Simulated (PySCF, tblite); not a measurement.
# C5H3N2 radical: geometry, infrared bands and EPR parameters

What infrared bands and EPR parameters should C5H3N2 radical (`C=C1[CH]N=C1C#N`) show?

The runs use tblite 0.8.0 and PySCF 2.14.0, with density-fitted response routines of our own; the level of theory stands in each step. All values are computed, except where a source is named. Atoms are numbered from 0 throughout.

## (1) The molecule as given

10 atoms, charge 0, multiplicity 2; geometry from: force field or distance geometry start.

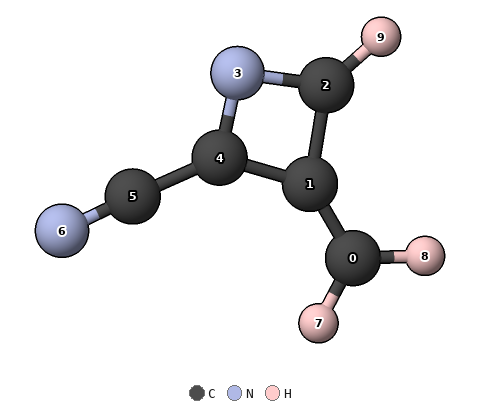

As it starts; carbon dark grey, nitrogen light blue, hydrogen pink, atoms numbered.

## (2) Relaxing the molecule with GFN2-xTB

What the job is given:

```
{"job": {"kind": "relax", "xc": "GFN2-xTB", "basis": "xTB"}, "charge": 0, "multiplicity": 2}
C     -1.293800     1.039300    -0.258300
C     -0.508200     0.006800    -0.067900
C     -0.561600    -1.478700     0.094200
N      0.788200    -1.523500     0.239900
C      0.898400    -0.246100     0.132000
C      2.125000     0.460200     0.184500
N      3.119800     1.074000     0.229100
H     -0.899000     2.054600    -0.315600
H     -2.367900     0.897300    -0.360700
H     -1.291900    -2.279100     0.100300
```

Started as:

```sh
> OMP_NUM_THREADS=1 python probes_run.py task.json out
```

This one command runs all jobs of the session in turn.

Standard output:

```text
step      E/eV     max force
  0    -486.34763    5.212
  1    -486.55195    3.882
  2    -486.56325    4.473
  3    -486.64829    0.980
  4    -486.66264    0.450
  5    -486.66840    0.261
  6    -486.67291    0.183
  7    -486.67477    0.148
  8    -486.67584    0.140
  9    -486.67807    0.146
 10    -486.68005    0.158
 11    -486.68151    0.113
 12    -486.68244    0.091
 13    -486.68338    0.129
 14    -486.68436    0.162
 15    -486.68516    0.114
 16    -486.68554    0.040
 17    -486.68568    0.037
 18    -486.68578    0.046
 19    -486.68589    0.049
 20    -486.68600    0.037
 21    -486.68609    0.028
 22    -486.68617    0.033
 23    -486.68626    0.040
 24    -486.68637    0.047
 25    -486.68653    0.051
 26    -486.68671    0.043
 27    -486.68688    0.040
 28    -486.68698    0.031
 29    -486.68704    0.023
 30    -486.68707    0.019
 31    -486.68710    0.016
 32    -486.68713    0.016
 33    -486.68714    0.008
```

It took 0.11 s on 1 thread of Arm Neoverse V2, shared host.

Along the way: (not every step is listed)

```tsv
step	energy from step 0 (eV)	largest force (eV/Å)
0	0.0000	5.2121
1	-0.2043	3.8818
2	-0.2156	4.4733
3	-0.3007	0.9803
4	-0.3150	0.4504
5	-0.3208	0.2607
6	-0.3253	0.1833
7	-0.3271	0.1482
8	-0.3282	0.1403
10	-0.3324	0.1583
12	-0.3348	0.0908
14	-0.3367	0.1621
16	-0.3379	0.0396
18	-0.3382	0.0456
20	-0.3384	0.0365
22	-0.3385	0.0330
24	-0.3387	0.0474
26	-0.3391	0.0430
28	-0.3394	0.0314
29	-0.3394	0.0228
30	-0.3394	0.0188
31	-0.3395	0.0160
32	-0.3395	0.0158
33	-0.3395	0.0082
```

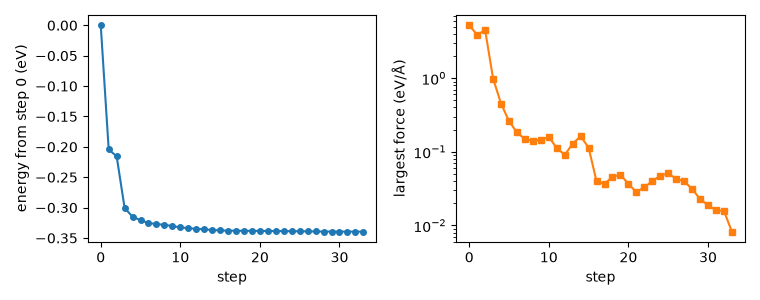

Energy and force, step by step.

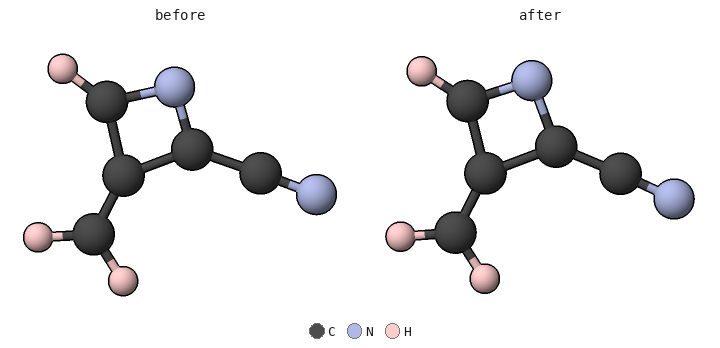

The geometry before (left) and after (right).

Close pairs (by a distance rule), those that changed most:

```tsv
bond	before (Å)	after (Å)	change (Å)
N3–C4	1.287	1.393	+0.106
C4–C5	1.416	1.368	-0.049
C1–C4	1.443	1.486	+0.043
C2–N3	1.358	1.325	-0.033
C1–C2	1.495	1.475	-0.020
C0–H7	1.091	1.077	-0.014
C5–N6	1.170	1.157	-0.013
C2–H9	1.084	1.072	-0.012
```

The end geometry stands in the next job.

## (3) Vibrational analysis with GFN2-xTB

What the job is given:

```
{"job": {"kind": "ir", "xc": "GFN2-xTB", "basis": "xTB"}, "charge": 0, "multiplicity": 2}
C     -1.269833     1.030234    -0.251982
C     -0.480189    -0.011198    -0.054869
C     -0.562207    -1.476508     0.091700
N      0.742537    -1.641171     0.253881
C      0.970954    -0.272313     0.134014
C      2.107684     0.486696     0.179879
N      3.042478     1.168165     0.211467
H     -0.872743     2.029704    -0.313840
H     -2.335277     0.910541    -0.357683
H     -1.334520    -2.219497     0.084904
```

Standard output:

```text
mode    cm-1     km/mol
  1     128.2      0.13
  2     128.3      4.55
  3     184.2      5.47
  4     315.0      1.18
  5     404.4     19.65
  6     528.5      3.12
  7     602.5      7.46
  8     631.2      0.61
  9     690.5      0.10
 10     767.6      3.96
 11     798.3      0.59
 12     867.4     10.96
 13     908.3     25.91
 14     976.1      6.94
 15    1045.0      5.30
 16    1162.0      3.91
 17    1335.2     13.49
 18    1383.0     13.03
 19    1476.7     28.18
 20    1756.4      0.98
 21    2243.7    124.21
 22    3099.5      1.88
 23    3131.8      7.75
 24    3158.2      5.55
```

Wall time 0.16 s (1 thread of Arm Neoverse V2, shared host).

Which atoms move in the most intense modes:

```tsv
cm⁻¹	km/mol	atoms
404	19.6	C5 61 %, N6 12 %
867	11.0	C4 22 %, C2 20 %, H9 11 %, N3 11 %
908	25.9	H7 40 %, H8 35 %, C0 23 %
1335	13.5	C4 47 %, N3 19 %, C2 12 %
1383	13.0	H7 39 %, H8 38 %
1477	28.2	C4 37 %, C2 25 %, N3 23 %
2244	124.2	C5 61 %, N6 38 %
3132	7.8	H7 50 %, H8 40 %
```

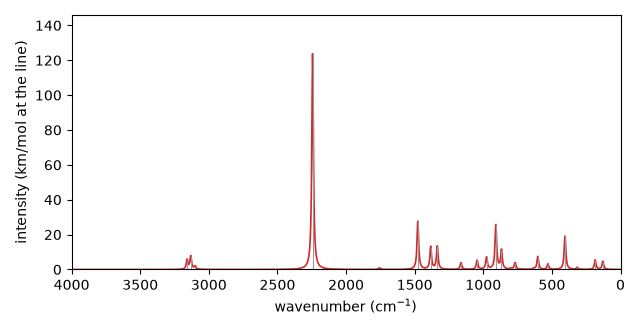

The infrared spectrum from these modes, unscaled. Lines are broadened to a width of 14 cm⁻¹ (Lorentzian).

## (4) EPR parameters: B3LYP/pcH-1

Settings changed since step 3:

```diff
@@ -1,2 +1,2 @@
-{"job": {"kind": "ir", "xc": "GFN2-xTB", "basis": "xTB"}, "charge": 0, "multiplicity": 2}
+{"job": {"kind": "epr", "basis": "pcH-1"}, "charge": 0, "multiplicity": 2}
 C     -1.269833     1.030234    -0.251982
```

With the program's defaults for keys left out, this is: UKS B3LYP, pcH-1 on C H N, non-relativistic, mean-field spin-orbit, GIAO.

Standard output:

```text
UKS, coarse grid
  cycle   1  E = -301.64295381  |g| = 3.50e-01
  cycle   2  E = -301.40289692  |g| = 7.94e-01
  cycle   3  E = -301.70158898  |g| = 1.10e-01
  cycle   4  E = -301.70559256  |g| = 6.75e-02
  cycle   5  E = -301.70744011  |g| = 2.64e-02
  cycle   6  E = -301.70781217  |g| = 8.78e-03
  cycle   7  E = -301.70789820  |g| = 5.86e-03
  cycle   8  E = -301.70793907  |g| = 3.37e-03
  cycle   9  E = -301.70795643  |g| = 1.43e-03
  cycle  10  E = -301.70796168  |g| = 6.52e-04
UKS, final grid
  cycle   1  E = -301.70795659  |g| = 6.39e-04
  cycle   2  E = -301.70795679  |g| = 1.09e-03
  cycle   3  E = -301.70795742  |g| = 2.75e-04
  cycle   4  E = -301.70795767  |g| = 2.45e-04
  cycle   5  E = -301.70795786  |g| = 1.68e-04
  cycle   6  E = -301.70795788  |g| = 5.40e-05
  cycle   7  E = -301.70795788  |g| = 2.28e-05
E = -301.70795788 Eh   <S^2> = 0.7804 (exact 0.7500)
g shifts (ppm)      1          2          3
  rmc          -161       -161       -161
  gc             -3         41         26
  oz_so          20        170       1104
  total        -144         50        968
hyperfine (MHz)  atom isotope    a_iso     a_fc   dipolar eigenvalues
    0   13C       5.11       5.11     -4.62     -3.88      8.50
    1   13C     -33.61     -33.61     -5.58      0.45      5.13
    2   13C      50.13      50.13    -39.81    -37.06     76.87
    3   14N      -8.42      -8.42    -12.07      5.42      6.65
    4   13C      71.30      71.30    -55.08    -53.49    108.57
    5   13C     -50.95     -50.95    -17.16     -1.45     18.61
    6   14N       7.72       7.72    -15.76    -11.77     27.53
    7    1H      -6.65      -6.65     -1.73     -1.24      2.97
    8    1H      -7.05      -7.05     -1.99     -1.45      3.44
    9    1H     -35.25     -35.25    -19.20     -0.82     20.03
```

It took 32 s on 1 thread of Arm Neoverse V2, shared host; peak memory 0.81 GiB.

Principal g values 2.00218, 2.00237, 2.00329; g(iso) = 2.00261, against 2.00232 for a free electron.

Hyperfine couplings, nucleus by nucleus at this fixed geometry (no averaging over rotations):

```tsv
nuclei	isotope	a(iso) (MHz)	a(iso) (G, at g = 2.0023)	largest dipolar term (MHz)
C4	13C	71.3	25.4	108.6
C5	13C	-50.9	-18.2	18.6
C2	13C	50.1	17.9	76.9
H9	1H	-35.3	-12.6	20.0
C1	13C	-33.6	-12.0	-5.6
N3	14N	-8.4	-3.0	-12.1
N6	14N	7.7	2.8	27.5
H8	1H	-7.1	-2.5	3.4
H7	1H	-6.7	-2.4	3.0
C0	13C	5.1	1.8	8.5
```

Mulliken spin populations:

```tsv
atom	value (e)
C0	0.07
C1	-0.10
C2	0.47
N3	-0.19
C4	0.63
C5	-0.18
N6	0.33
H7	0.00
H8	0.00
H9	-0.02
```

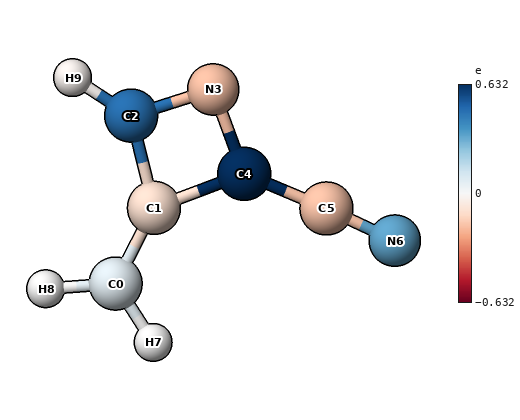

Mulliken spin populations, as colours on the atoms.

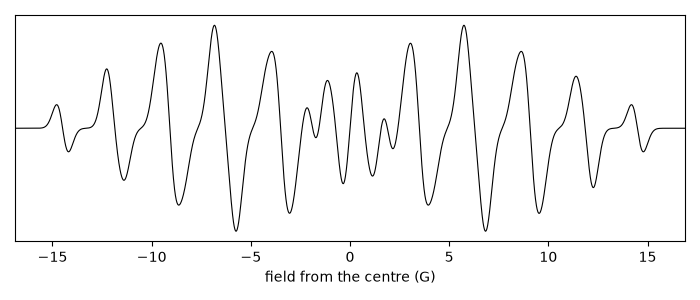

First-order isotropic spectrum (first derivative, main isotopes with spin only, couplings over 0.8 MHz, Gaussian width 0.3 G; couplings of the frozen geometry, rotation of groups not averaged beyond the rows shown).

The fields below are evaluated on a grid from the run's orbitals.

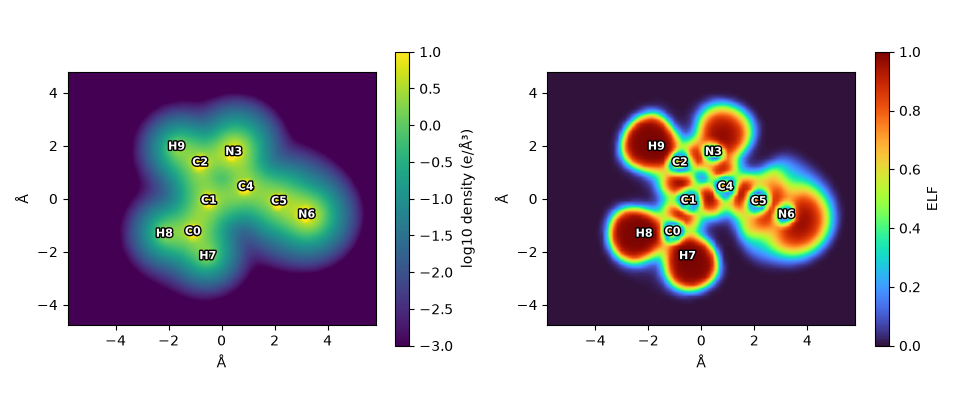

Density (left) and ELF (right) in a plane through or near 10 of the atoms.

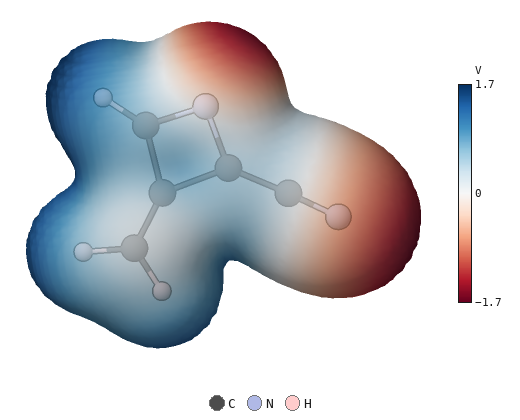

Electrostatic potential on the surface of density 0.002 e/bohr³; red is low, blue high. It runs from -1.59 V near N6 to 1.70 V near H9.

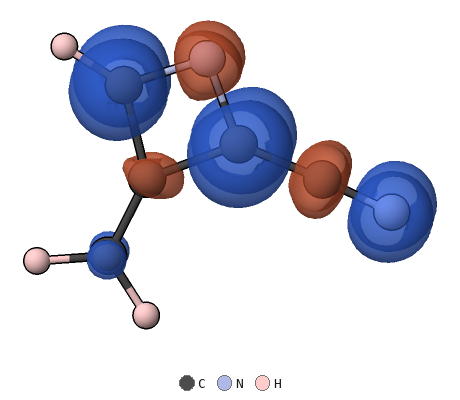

Spin density at ±0.03 e/Å³ (alpha excess blue, beta excess red).

## (5) Summary of results

| quantity | value |
| --- | --- |
| strongest single infrared mode (GFN2-xTB) | 2244 cm⁻¹, 124 km/mol |
| zero-point energy (GFN2-xTB) | 39.6 kcal/mol |
| g(iso) (B3LYP) | 2.00261 |
| ⟨S²⟩ | 0.780 (exact 0.75) |
| largest a(iso) | 13C on C4, 71.3 MHz |
| surface potential, least and greatest | -1.59 V and 1.70 V |

In words: Over 33 steps the energy fell by 0.340 eV; of the close pairs, N3–C4 changed most, 1.287 to 1.393 Å. No mode is imaginary among the 24: a minimum at this level. The strongest single mode, at 2244 cm⁻¹, moves mainly C5 and N6. Unscaled tight-binding wavenumbers are off by several per cent, some by more. Its intensities can rank the bands wrongly. The largest spin populations lie on C4 (0.63 e), C2 (0.47 e). The isotropic g lies 0.3 ppt above the free-electron value.
